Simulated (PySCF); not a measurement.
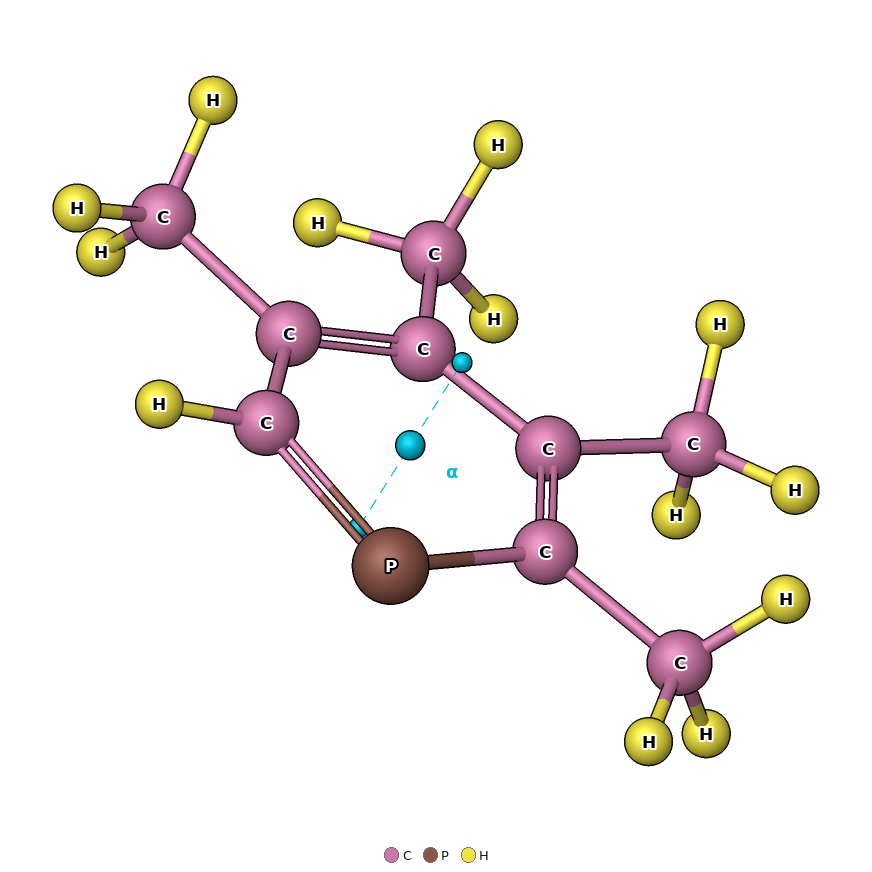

The small points mark where nucleus-independent chemical shifts (NICS) were computed: at the centre of each lettered ring and 1 Å above and below it. The geometry was computed by an optimisation with GFN2-xTB. No frequency run is at hand to confirm it as a minimum. Level of theory: GIAO PBE0/pcSseg-1 NMR shielding, non-relativistic, gas phase (PySCF 2.14.0).

Give NICS(0), NICS(1) and the out-of-plane component NICS(1)zz for each ring (means of the two sides).

```json
{"ring": "α", "members": "C5P", "NICS(0)": "−7.1", "NICS(1)": "−10.3", "NICS(1)zz": "−24.3"}
```

Values in ppm.

What do the values say about the ring currents?

Ring α: diatropic, as in an aromatic ring. NICS is one index among several.

The geometry is semi-empirical. Around P such bond lengths and angles can be off by a tenth of an ångström or more and by several degrees, and values that hang on the shape move with them.
